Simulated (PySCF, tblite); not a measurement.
**C4H8Si: dynamics, then NMR shifts on frames, part 1 of 2**

How do NMR shifts of C4H8Si (`C=C[C@H]1C[SiH2]1`) change as the atoms move?

Programs: tblite 0.8.0 and PySCF 2.14.0, with density-fitted response routines of our own. Each step states its level of theory. These are calculated values for one molecule in the gas phase, unless marked as measured. Atoms are numbered from 0 throughout.

## (1) The starting structure

13 atoms, charge 0, multiplicity 1; geometry from: GFN2-xTB.

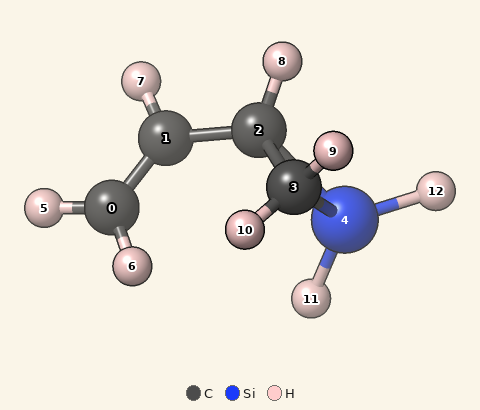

The starting geometry (carbon dark grey, silicon blue, hydrogen pink), atoms numbered.

## (2) Dynamics with GFN2-xTB

What the job is given:

```
{"job": {"kind": "md", "xc": "GFN2-xTB", "basis": "xTB", "temperature": 200, "steps": 2000, "every": 50, "frames": 5}, "charge": 0, "multiplicity": 1}
C      1.840301     0.083697    -0.632124
C      1.214572     0.280029     0.521668
C     -0.231663     0.327265     0.731038
C     -1.182029     0.647783    -0.432799
Si    -1.337241    -1.123474     0.157345
H      2.914331     0.053370    -0.691607
H      1.311301    -0.047219    -1.560943
H      1.806007     0.394655     1.423021
H     -0.503765     0.798098     1.669147
H     -1.958031     1.364945    -0.201288
H     -0.705479     0.876445    -1.375171
H     -0.692831    -2.174729    -0.605739
H     -2.479860    -1.480377     0.979725
```

Method: GFN2-xTB Langevin dynamics, gas phase.

The run is started by

```bash
$ OMP_NUM_THREADS=1 python probes_run.py task.json out
```

This one command runs all jobs of the session in turn.

What it wrote:

```text
t/fs     T/K      E/eV
    0.0   166.7   -388.59996
   25.0    78.4   -388.36808
   50.0   162.2   -388.42711
   75.0   176.4   -388.34402
  100.0   170.1   -388.35364
  125.0   208.5   -388.39880
  150.0   212.1   -388.29667
  175.0   257.9   -388.35513
  200.0   175.3   -388.31591
  225.0   188.6   -388.25311
  250.0   227.3   -388.24336
  275.0   187.4   -388.28930
  300.0   108.3   -388.25454
  325.0   162.8   -388.37570
  350.0   208.3   -388.38376
  375.0   199.9   -388.31773
  400.0   206.9   -388.29622
  425.0   152.4   -388.23442
  450.0   239.0   -388.41065
  475.0   121.3   -388.30933
  500.0   211.6   -388.42748
  525.0   184.3   -388.36193
  550.0   141.1   -388.25895
  575.0   272.3   -388.39458
  600.0   174.1   -388.28191
  625.0   187.2   -388.32323
  650.0   257.4   -388.40057
  675.0   142.2   -388.21469
  700.0   157.2   -388.20513
  725.0   197.3   -388.31688
  750.0   185.7   -388.30992
  775.0   188.6   -388.33710
  800.0   180.7   -388.22817
  825.0   167.3   -388.22320
  850.0   306.9   -388.33750
  875.0   236.3   -388.27803
  900.0   172.1   -388.21939
  925.0   309.4   -388.34523
  950.0   160.7   -388.29662
  975.0   174.5   -388.22480
 1000.0   163.6   -388.07780
```

Run time: 6.5 s. Hardware: 1 thread of Intel Xeon 6975P-C, shared host; peak memory 0.18 GiB.

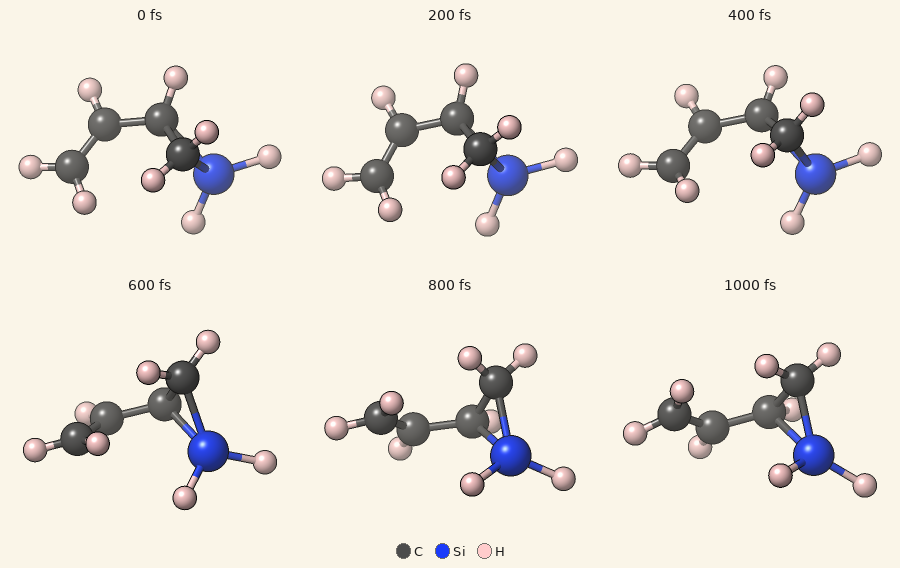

Frames of the run.

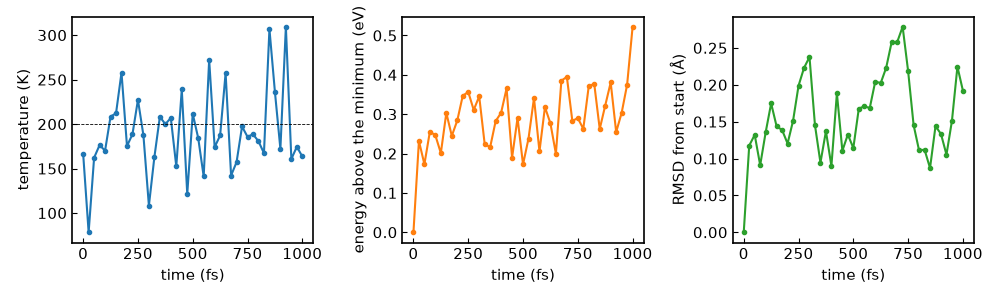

Temperature, potential energy and distance from the start.

Positions (Å) and forces (eV/Å) at 1000 fs:

```xyz
13

C     0.961    0.104    0.034    0.251   -0.116   -0.610
C     0.384   -1.023    0.425    0.835   -1.637    1.456
C    -0.879   -1.216    1.088   -2.015   -0.359   -0.524
C    -1.885   -0.076    1.339    1.263    0.272   -1.601
Si   -2.415   -1.066   -0.173    0.050   -0.282    0.024
H     1.899   -0.042   -0.497   -0.168    0.698    0.233
H     0.495    1.089    0.094    0.324   -0.530   -0.156
H     0.994   -1.991    0.448   -0.714    1.315   -0.474
H    -1.072   -2.089    1.742    0.705    0.563   -0.407
H    -2.452   -0.192    2.211   -0.338    0.385    1.128
H    -1.424    0.908    1.083   -0.799   -0.742    0.750
H    -2.075   -0.242   -1.334   -0.125   -0.377   -0.032
H    -3.481   -2.136   -0.287    0.731    0.809    0.212
```

## (3) Shielding tensors: 250 fs, PBE0/pcSseg-1

What the job is given:

```
{"job": {"kind": "nmr", "xc": "PBE0", "basis": "pcSseg-1", "pop": false}, "charge": 0, "multiplicity": 1}
C      1.453800     0.077600    -0.638600
C      0.966500     0.268700     0.632900
C     -0.439700     0.232600     0.983800
C     -1.554300     0.706900     0.033700
Si    -1.583800    -1.126600     0.357500
H      2.527400     0.119900    -0.901500
H      0.830600    -0.271200    -1.467100
H      1.600900     0.560900     1.439300
H     -0.607300     0.476900     2.029000
H     -2.083100     1.453700     0.574800
H     -1.095200     0.984200    -0.869900
H     -1.113700    -1.865100    -0.803800
H     -2.615500    -1.610900     1.202300
```

Level: GIAO PBE0/pcSseg-1 NMR shielding, non-relativistic, gas phase.

What it wrote:

```text
coarse grid: 10928 points
cycle   1  E = -446.2147942101  dE =  5.323e-01  |g| = 4.216e-01  |ddm| = 3.218e+00
cycle   2  E = -446.1685905412  dE =  4.620e-02  |g| = 5.804e-01  |ddm| = 1.119e+00
cycle   3  E = -446.2663165177  dE = -9.773e-02  |g| = 5.264e-02  |ddm| = 7.375e-01
cycle   4  E = -446.2668057258  dE = -4.892e-04  |g| = 3.246e-02  |ddm| = 7.991e-02
cycle   5  E = -446.2670506735  dE = -2.449e-04  |g| = 1.130e-02  |ddm| = 3.376e-02
cycle   6  E = -446.2670840459  dE = -3.337e-05  |g| = 2.456e-03  |ddm| = 1.137e-02
cycle   7  E = -446.2670855380  dE = -1.492e-06  |g| = 3.479e-04  |ddm| = 2.629e-03
final grid: 99736 points
cycle   8  E = -446.2972465390  dE = -3.117e-05  |g| = 7.043e-03  |ddm| = 2.835e-02
cycle   9  E = -446.2972374172  dE =  9.122e-06  |g| = 8.987e-03  |ddm| = 1.573e-02
cycle  10  E = -446.2972598379  dE = -2.242e-05  |g| = 1.082e-03  |ddm| = 9.856e-03
cycle  11  E = -446.2972601279  dE = -2.899e-07  |g| = 3.385e-04  |ddm| = 1.311e-03
cycle  12  E = -446.2972601549  dE = -2.702e-08  |g| = 1.204e-04  |ddm| = 3.759e-04
cycle  13  E = -446.2972601585  dE = -3.639e-09  |g| = 2.787e-05  |ddm| = 1.222e-04
cycle  14  E = -446.2972601587  dE = -1.885e-10  |g| = 6.546e-06  |ddm| = 3.484e-05
converged SCF energy = -446.2972601587

GIAO shielding tensors (ppm)
atom      isotropic    diamagn.    paramagn.     s11        s22        s33       span
  0 C       69.320     256.476    -187.157    -44.502     82.629    169.832    214.334
  1 C       27.348     252.115    -224.767    -99.684     21.355    160.373    260.057
  2 C      170.349     256.770     -86.420    133.145    166.249    211.653     78.507
  3 C      180.908     254.739     -73.830    153.878    182.948    205.898     52.020
  4 Si     477.832     881.887    -404.055    358.429    427.673    647.394    288.965
  5 H       26.078      29.175      -3.097     23.742     25.019     29.475      5.733
  6 H       26.419      33.182      -6.763     22.036     25.100     32.121     10.084
  7 H       24.310      31.517      -7.207     21.932     23.421     27.578      5.646
  8 H       30.441      32.532      -2.090     24.234     28.291     38.799     14.565
  9 H       30.569      31.003      -0.434     23.595     27.688     40.425     16.830
 10 H       32.098      33.247      -1.149     27.615     28.947     39.732     12.117
 11 H       29.065      30.488      -1.422     23.707     27.786     35.703     11.996
 12 H       29.141      30.241      -1.100     23.607     26.036     37.782     14.174
```

It took 7.2 s on 1 thread of Intel Xeon 6975P-C, shared host; peak memory 0.65 GiB.

The references, computed at this level on geometries of the same kind, shield at (ppm): ¹H TMS 31.72, ¹³C TMS 186.9, ²⁹Si TMS 349.2. Their shielding less the atom's gives the shift. The references are single molecules in the gas phase. Each atom is listed at this fixed geometry, with no averaging over motion; a spectrum would average atoms that exchange fast.

```tsv
atoms	environment	σ (ppm)	δ (ppm)
C1	alkene CH	27.3	159.6
C0	terminal =CH2 carbon	69.3	117.6
C2	three-membered-ring carbon	170.3	16.6
C3	three-membered-ring carbon	180.9	6.0
H7	hydrogen on an alkene CH	24.31	7.41
H5	hydrogen on a terminal =CH2 carbon	26.08	5.64
H6	hydrogen on a terminal =CH2 carbon	26.42	5.30
H11	hydrogen on a silicon bonded to 2 C, in a 3-membered ring	29.07	2.65
H12	hydrogen on a silicon bonded to 2 C, in a 3-membered ring	29.14	2.58
H8	hydrogen on a three-membered-ring carbon	30.44	1.28
H9	hydrogen on a three-membered-ring carbon	30.57	1.15
H10	hydrogen on a three-membered-ring carbon	32.10	-0.38
Si4	silicon bonded to 2 C, 2 H, in a 3-membered ring	477.8	-128.7
```

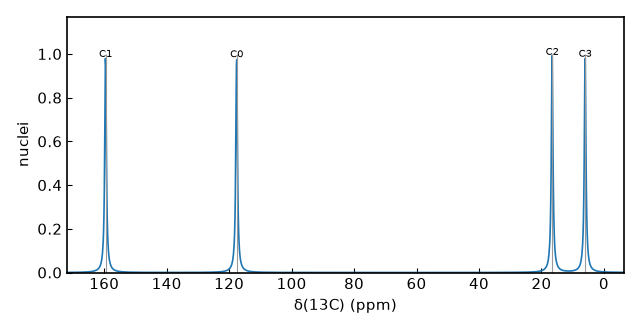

¹³C lines at the computed shifts, without couplings. Lines are broadened to a width of 0.61 ppm (Lorentzian).

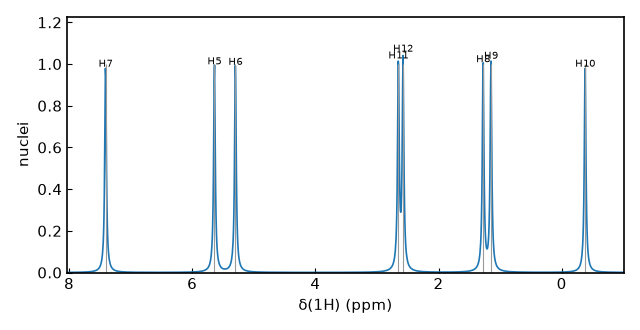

¹H lines at the computed shifts, without couplings. Lines are broadened to a width of 0.03 ppm (Lorentzian).

Ring of atoms C2, C3, Si4: NICS(0) -30.7, NICS(1) -8.2, NICS(1)zz -19.4 ppm (means of both faces).

In rings of three or four atoms NICS is ruled by the nearby σ bonds, so it says little on aromaticity.

## (4) NMR shieldings: 425 fs, PBE0/pcSseg-1

What the job is given:

```
{"job": {"kind": "nmr", "xc": "PBE0", "basis": "pcSseg-1", "pop": false}, "charge": 0, "multiplicity": 1}
C      1.262600     0.012200    -0.232400
C      0.751000    -0.157800     0.935100
C     -0.707200    -0.135600     1.312500
C     -1.809500     0.649200     0.471800
Si    -2.005100    -1.272000     0.487700
H      2.329500    -0.122600    -0.369700
H      0.632700     0.316200    -1.081900
H      1.391900    -0.316600     1.780100
H     -0.824400    -0.040600     2.391900
H     -2.519600     1.251900     1.029100
H     -1.553400     1.107100    -0.421500
H     -1.917000    -1.913800    -0.781900
H     -2.776400    -1.874300     1.578800
```

Level: GIAO PBE0/pcSseg-1 NMR shielding, non-relativistic, gas phase.

What it wrote:

```text
coarse grid: 10928 points
cycle   1  E = -446.2112849897  dE =  4.632e-01  |g| = 4.274e-01  |ddm| = 3.226e+00
cycle   2  E = -446.1704020909  dE =  4.088e-02  |g| = 5.656e-01  |ddm| = 1.062e+00
cycle   3  E = -446.2635744511  dE = -9.317e-02  |g| = 6.362e-02  |ddm| = 6.994e-01
cycle   4  E = -446.2644958583  dE = -9.214e-04  |g| = 2.937e-02  |ddm| = 9.069e-02
cycle   5  E = -446.2647057781  dE = -2.099e-04  |g| = 8.347e-03  |ddm| = 2.999e-02
cycle   6  E = -446.2647231951  dE = -1.742e-05  |g| = 2.691e-03  |ddm| = 9.940e-03
cycle   7  E = -446.2647249923  dE = -1.797e-06  |g| = 3.809e-04  |ddm| = 2.733e-03
final grid: 99736 points
cycle   8  E = -446.2955522123  dE = -2.236e-05  |g| = 6.676e-03  |ddm| = 2.269e-02
cycle   9  E = -446.2955424715  dE =  9.741e-06  |g| = 8.798e-03  |ddm| = 1.496e-02
cycle  10  E = -446.2955641993  dE = -2.173e-05  |g| = 1.070e-03  |ddm| = 9.714e-03
cycle  11  E = -446.2955644957  dE = -2.965e-07  |g| = 2.584e-04  |ddm| = 1.241e-03
cycle  12  E = -446.2955645115  dE = -1.571e-08  |g| = 8.275e-05  |ddm| = 2.769e-04
cycle  13  E = -446.2955645131  dE = -1.617e-09  |g| = 2.562e-05  |ddm| = 9.517e-05
cycle  14  E = -446.2955645132  dE = -1.621e-10  |g| = 5.778e-06  |ddm| = 2.940e-05
converged SCF energy = -446.2955645132

GIAO shielding tensors (ppm)
atom      isotropic    diamagn.    paramagn.     s11        s22        s33       span
  0 C       79.033     257.260    -178.227    -33.050    101.780    168.369    201.418
  1 C       41.544     253.516    -211.972    -77.604     44.927    157.308    234.912
  2 C      163.810     253.585     -89.775    128.894    157.645    204.892     75.998
  3 C      187.069     250.634     -63.565    166.565    186.385    208.258     41.693
  4 Si     481.149     880.424    -399.275    372.749    392.906    677.792    305.043
  5 H       26.580      30.189      -3.609     23.901     25.089     30.749      6.848
  6 H       26.573      32.980      -6.407     23.412     24.594     31.712      8.300
  7 H       25.024      31.614      -6.591     23.258     23.813     28.001      4.743
  8 H       30.230      31.351      -1.121     23.972     28.280     38.438     14.465
  9 H       30.665      29.058       1.607     25.085     26.134     40.776     15.691
 10 H       31.837      32.912      -1.075     27.026     28.515     39.969     12.944
 11 H       29.163      30.224      -1.062     23.853     27.458     36.176     12.323
 12 H       28.676      29.172      -0.496     22.947     26.059     37.022     14.075
```

It took 7.2 s on 1 thread of Intel Xeon 6975P-C, shared host; peak memory 0.66 GiB.

Key values: δ C1 145.4, C0 107.9, C2 23.1, C3 -0.1, H7 6.69, H6 5.14 ppm.

(Continued in part 2 of 2.)
